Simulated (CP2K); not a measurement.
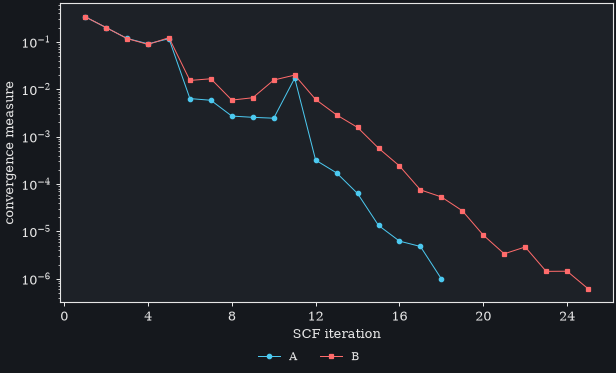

Two SCF runs that differ in one setting.
- system: CH$_{2}$F$_{3}$GeO (SMILES FC(F)(F)[O][GeH2]), multiplicity 2
- method: UHF AM1 in CP2K

A: usual settings
B: level_shift set to 0.1

> Which runs converged, and in how many iterations?

Run A converged in 18 iterations. Run B converged in 25 iterations. A level shift pushes the empty orbitals up, which shortens each step: safer, but slower. Both end at the same energy within 1 meV.
